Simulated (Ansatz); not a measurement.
The compound is LaAl₂Cl (space group P6/mmm, No. 191), taken as the geometry relaxed with DFT PBE, scalar-relativistic, plane waves, PAW (Ansatz); the starting structure was generated, so it need not be a known form of this composition.

```yaml
crystal:
  lattice:
    - [4.84519, 0.00000, 0.00000]
    - [-2.42259, 4.19606, 0.00000]
    - [0.00000, 0.00000, 5.37983]
  atoms:
    - { symbol: La, position: [0.00000, 0.00000, 0.00000] }
    - { symbol: Al, position: [0.33333, 0.66667, 0.50000] }
    - { symbol: Al, position: [0.66667, 0.33333, 0.50000] }
    - { symbol: Cl, position: [0.00000, 0.00000, 0.50000] }
```

Bonds are taken as Al–Al below 3.1 Å, Al–Cl below 3.1 Å and Cl–La below 3 Å; no other contact counts. Atoms with one bond or none are removed and atoms with two bonds are replaced by edges, until no such atom is left.

What net does this leave?

The result is a binodal (6,8)-connected, three-periodic net: Al is a 6-connected node; Cl is an 8-connected node, in the ratio 2:1. La becomes part of the edges. It is a single net, without interpenetration.

```csv
node,links,point symbol,coordination sequence
Al,6,3^6.4^6.5^3,6 18 56 98 152 218 296 386
Cl,8,3^6.4^6.5^3.6^12.8,8 26 56 98 152 218 296 386
```

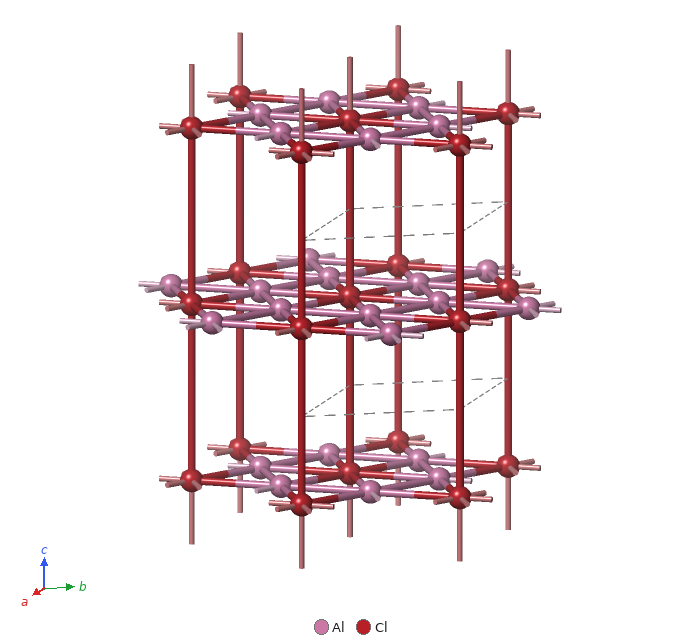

Nodes are coloured by element. Short stubs are edges that leave the cut-out.
